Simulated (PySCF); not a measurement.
## Excited-state calculation of C3H3F3

C3H3F3, computed with ADC(2)/def2-SVP, RHF (PySCF 2.14.0).

The geometry comes from this level: GFN2-xTB.

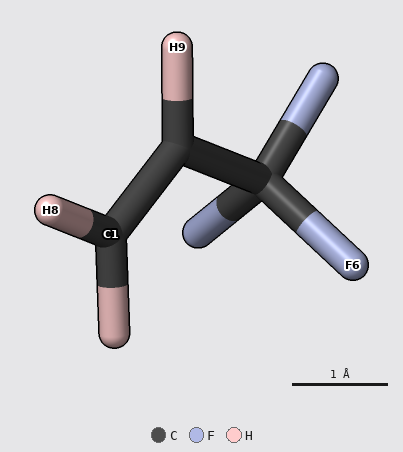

*The structure as given in the input (stick view, seen at a tilt; atoms are numbered from 1 in the order of the input).*

Bond lengths as drawn: C–C 1.32 to 1.50 Å, C–F 1.34 to 1.35 Å and C–H 1.08 Å.

Results in brief:

```tsv
quantity	value
outcome	converged
SCF energy	−413.327175 hartree
correlation energy	−0.940283 hartree
basis functions	99
HOMO of the SCF reference	−11.47 eV
LUMO of the SCF reference	3.18 eV
lowest excitation	8.49 eV
hardware	1 thread of Arm Neoverse V1, 24 GiB of memory available, shared host
wall time	3.4 min
peak memory	0.61 GiB
```

Input (calc.py):
```python
from pyscf import gto, adc

mol = gto.M(
    atom='''
C      0.145207    -2.541077     0.723878
C     -0.778662    -0.228166     0.842610
C      0.202541     1.843806    -0.827530
F     -0.097869     1.327495    -3.298895
F     -0.968711     4.047453    -0.402606
F      2.687398     2.267256    -0.498396
H      1.638374    -3.028059    -0.573059
H     -0.559113    -4.025192     1.920944
H     -2.269145     0.336485     2.113035
''',
    unit='bohr',
    max_memory=40,
    basis='def2-svp',
    spin=0,
    verbose=4,
)

hf = mol.RHF()
hf.max_cycle = 60
hf.conv_tol = 1e-08
hf.direct_scf_tol = 1e-13
hf.kernel()

myadc = adc.ADC(hf, frozen=6)
myadc.method = 'adc(2)'

myadc.method_type = 'ee'
e, vec, osc, x = myadc.kernel(nroots=3)

roots = e * 27.211386
print('root  energy (eV)  strength')
for i, (w, f) in enumerate(zip(roots, osc), 1):
    print('%3d %10.4f %10.5f' % (i, w, f))
```

Run as:
```bash
OMP_NUM_THREADS=1 python calc.py
```

Log:
```
PySCF version 2.14.0

[INPUT] num. atoms = 9
[INPUT] num. electrons = 48
[INPUT] charge = 0
[INPUT] spin (= nelec alpha-beta = 2S) = 0
[INPUT] symmetry False subgroup None
[INPUT] Mole.unit = bohr
[INPUT] Symbol           X                Y                Z      unit          X                Y                Z       unit  Magmom
[INPUT]  1 C      0.076840235266  -1.344680039593   0.383059741086 AA    0.145207000000  -2.541077000000   0.723878000000 Bohr   0.0
[INPUT]  2 C     -0.412050185409  -0.120740247507   0.445890009693 AA   -0.778662000000  -0.228166000000   0.842610000000 Bohr   0.0
[INPUT]  3 C      0.107180081477   0.975700116558  -0.437910017353 AA    0.202541000000   1.843806000000  -0.827530000000 Bohr   0.0
[INPUT]  4 F     -0.051790044456   0.702480101610  -1.745700055218 AA   -0.097869000000   1.327495000000  -3.298895000000 Bohr   0.0
[INPUT]  5 F     -0.512619785168   2.141819889870  -0.213049920180 AA   -0.968711000000   4.047453000000  -0.402606000000 Bohr   0.0
[INPUT]  6 F      1.422109778272   1.199780206522  -0.263739805214 AA    2.687398000000   2.267256000000  -0.498396000000 Bohr   0.0
[INPUT]  7 H      0.866990183764  -1.602379816121  -0.303249763313 AA    1.638374000000  -3.028059000000  -0.573059000000 Bohr   0.0
[INPUT]  8 H     -0.295869857929  -2.130039875977   1.016519788254 AA   -0.559113000000  -4.025192000000   1.920944000000 Bohr   0.0
[INPUT]  9 H     -1.200779822273   0.178060193816   1.118169967876 AA   -2.269145000000   0.336485000000   2.113035000000 Bohr   0.0

nuclear repulsion = 252.584980559775
number of shells = 45
number of NR pGTOs = 165
number of NR cGTOs = 99
basis = def2-svp
ecp = {}

******** <class 'pyscf.scf.hf.RHF'> ********
method = RHF
initial guess = minao
damping factor = 0
level_shift factor = 0
DIIS = <class 'pyscf.scf.diis.CDIIS'>
diis_start_cycle = 1
diis_space = 8
diis_damp = 0
SCF conv_tol = 1e-08
SCF conv_tol_grad = None
SCF max_cycles = 60
direct_scf = True
direct_scf_tol = 1e-13
Set gradient conv threshold to 0.0001
Initial guess from minao.
init E= -414.261705060332
  HOMO = -0.293988183316442  LUMO = 0.0320855199831449  gap/eV = 8.87292
cycle= 1 E= -413.14261115997  delta_E= 1.12  |g|= 0.934  |ddm|= 2.92
  HOMO = -0.470948695991626  LUMO = 0.0604312104624523  gap/eV = 14.45958
cycle= 2 E= -413.275796472932  delta_E= -0.133  |g|= 0.544  |ddm|= 1.01
  HOMO = -0.427199834128419  LUMO = 0.108172225721794  gap/eV = 14.56822
cycle= 3 E= -413.325578963641  delta_E= -0.0498  |g|= 0.0677  |ddm|=  0.4
  HOMO = -0.420619817963543  LUMO = 0.117793495531481  gap/eV = 14.65097
cycle= 4 E= -413.327041647883  delta_E= -0.00146  |g|= 0.0197  |ddm|= 0.0892
  HOMO = -0.4214505240675  LUMO = 0.116936036285078  gap/eV = 14.65024
cycle= 5 E= -413.327166315854  delta_E= -0.000125  |g|= 0.00417  |ddm|= 0.0275
  HOMO = -0.421590256357868  LUMO = 0.116796737597247  gap/eV = 14.65026
cycle= 6 E= -413.32717377084  delta_E= -7.45e-06  |g|= 0.00174  |ddm|= 0.00694
  HOMO = -0.421410318458468  LUMO = 0.116904226989593  gap/eV = 14.64828
cycle= 7 E= -413.327174834614  delta_E= -1.06e-06  |g|= 0.000342  |ddm|= 0.00247
  HOMO = -0.421369977513447  LUMO = 0.116941400465896  gap/eV = 14.64820
cycle= 8 E= -413.327174896103  delta_E= -6.15e-08  |g|= 9.26e-05  |ddm|= 0.000691
  HOMO = -0.421377340194492  LUMO = 0.11693403230389  gap/eV = 14.64820
cycle= 9 E= -413.327174900404  delta_E= -4.3e-09  |g|= 2.89e-05  |ddm|= 0.000232
  HOMO = -0.421371105135496  LUMO = 0.116937983599012  gap/eV = 14.64814
```

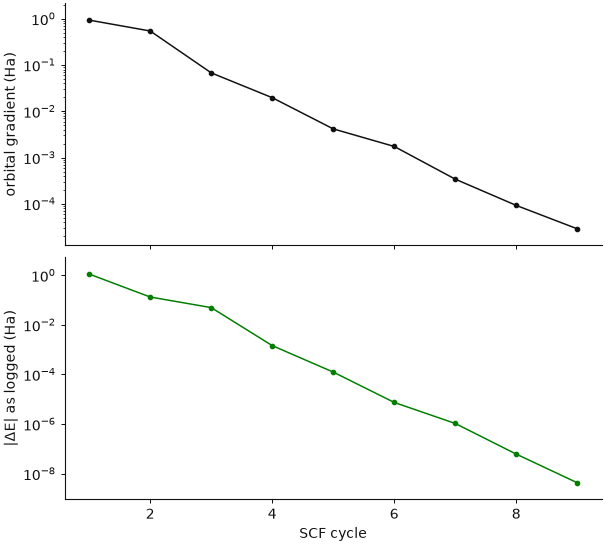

*Convergence of the self-consistent field: orbital gradient and size of the energy change against the SCF cycle.*

The residual falls at every step.

```
Extra cycle  E= -413.327174900722  delta_E= -3.19e-10  |g|= 1.31e-05  |ddm|= 5.17e-05
converged SCF energy = -413.327174900722

******** <class 'pyscf.adc.radc.RADC'> ********
******** ADC Orbital Information ********
Number of Frozen Occupied Orbitals: 6
Number of Frozen Virtual Orbitals: 0
Number of Active Occupied Orbitals: 18
Number of Active Virtual Orbitals: 75
*****************************************
Reference correlation energy (doubles): -0.94028336
MP2 correlation energy of reference state (a.u.) = -0.94028336

******** <class 'pyscf.adc.radc_ee.RADCEE'> ********
max_space = 12
max_cycle = 50
conv_tol = 1e-08

*************************************************************
        ADC calculation summary (singlet states only)
*************************************************************
adc(2) root 0  |  Energy (Eh) =   0.3119921743  |  Energy (eV) =   8.48973949  |  Osc. strength = 0.42973430  |  conv = True
adc(2) root 1  |  Energy (Eh) =   0.3198248553  |  Energy (eV) =   8.70287760  |  Osc. strength = 0.00084962  |  conv = True
adc(2) root 2  |  Energy (Eh) =   0.3614708876  |  Energy (eV) =   9.83612386  |  Osc. strength = 0.00552974  |  conv = True
root  energy (eV)  strength
  1     8.4897    0.42973
  2     8.7029    0.00085
  3     9.8361    0.00553
```

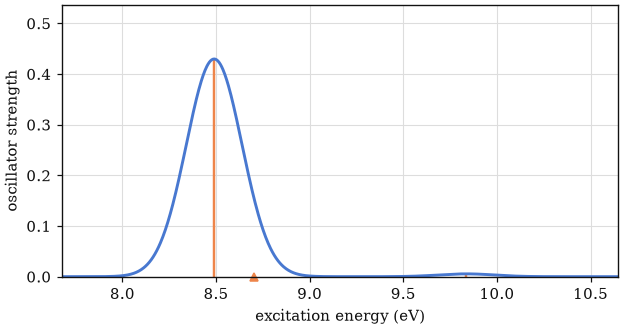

*Computed excitations as sticks (degenerate states added up, dark ones marked on the axis), with a Gaussian envelope of 0.35 eV full width at half maximum, scaled to the tallest.*

Of the 3 states the lowest lies at 8.49 eV (f = 0.430); the strongest line is at 8.49 eV, or 146 nm (f = 0.430).

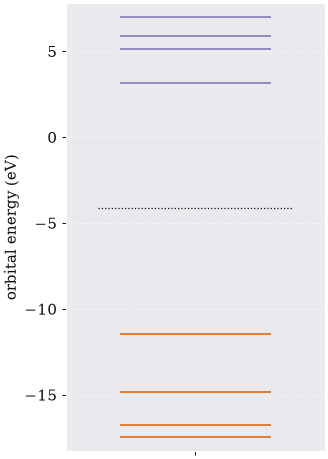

*Orbital energies near the frontier (SCF reference); the dotted line parts filled from empty levels, and levels within 0.02 eV of each other stand side by side.*

Highest filled −11.47 eV, lowest empty 3.18 eV, 14.65 eV apart.
